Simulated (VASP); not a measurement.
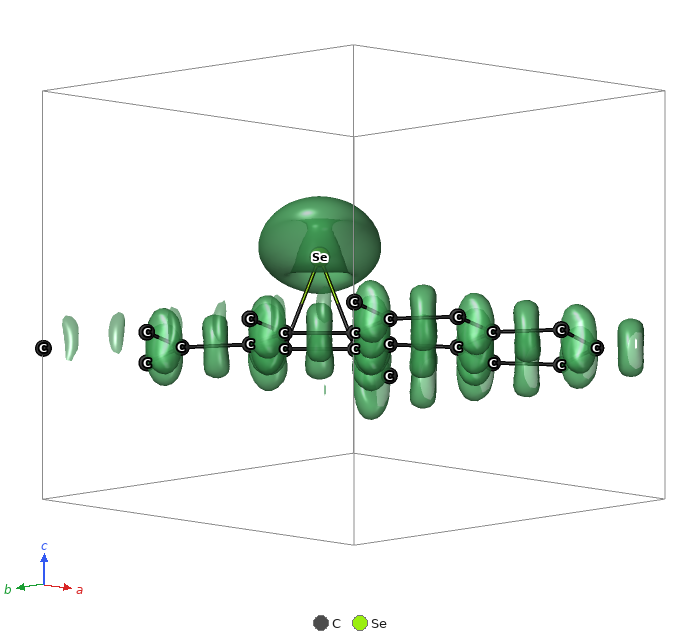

*C₁₈Se (slab). Isosurface of the electron localisation function at 0.8 (green), seen at an oblique angle. Only the valence region is drawn (cores and ρ < 0.01 e/Å³ removed). Sticks mark near contacts.*

All numbers below come from Kohn-Sham DFT of a periodic cell, PBEsol, VASP PAW PBE potentials, recommended (VASP).

```
C Se
1.0
     7.39800    0.00000    0.00000
    -3.69900    6.40686    0.00000
     0.00000    0.00000   12.00000
C Se
18 1
Direct
  0.00692 0.00370 0.07688
  0.22965 0.11531 0.07485
  0.00579 0.33917 0.07476
  0.22852 0.45075 0.07692
  0.00766 0.67237 0.07828
  0.22780 0.78211 0.07840
  0.33995 0.00504 0.07825
  0.56287 0.11718 0.07838
  0.34126 0.33805 0.07692
  0.55919 0.44540 0.08301
  0.33588 0.66871 0.08313
  0.56032 0.78466 0.10249
  0.67625 0.00908 0.08308
  0.89418 0.11643 0.07688
  0.67261 0.33733 0.07828
  0.89552 0.44946 0.07806
  0.67513 0.66984 0.10239
  0.89954 0.78575 0.08298
  0.61791 0.72730 0.26605
```

Q: Where are the electrons localised?

A: The ELF exceeds this value in 27 regions between bonded C–C atoms (shared pairs) and one region wrapped around Se (its valence shell), counted in one cell of 19 atoms. Counts are for one cell; the picture repeats the cell along the surface. Along the contacts the grid gives the following. C–C (1.40 Å): the ELF peaks at about 0.95 between the atoms: a covalent bond. C–Se (2.10 Å): the ELF peaks at about 0.70 between the atoms.

Q: Metal or insulator at this level of theory?

A: It is gapped, with a Kohn–Sham gap of 0.27 eV on the k-point mesh, an upper bound to the gap of this method.
